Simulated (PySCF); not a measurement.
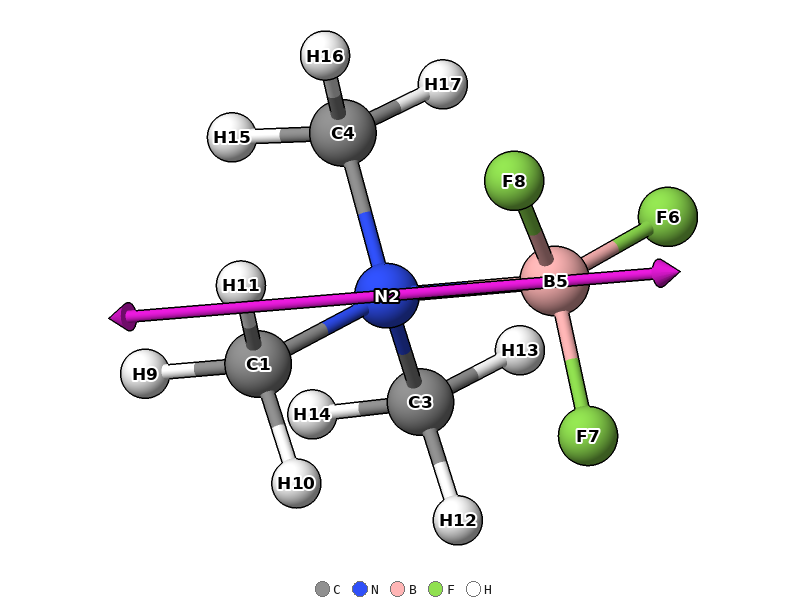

The double arrow shows the direction of the transition dipole to excited singlet state 1 (its length means nothing). Computed geometry: PBE0-D3(BJ)/def2-SVP optimisation. No frequency run is at hand to confirm it as a minimum. Properties computed with TDDFT B3LYP/def2-SVPD, vertical, gas phase, core orbitals frozen in the response (PySCF 2.14.0).

Question. How is the transition polarised?

Answer. Nearly parallel to the N2–B5 bond.

Question. Where does the transition lie, and how strong is it?

Answer. 8.42 eV (147 nm), oscillator strength 0.042, mainly HOMO → LUMO (weight 0.99); transition dipole 1.15 D.
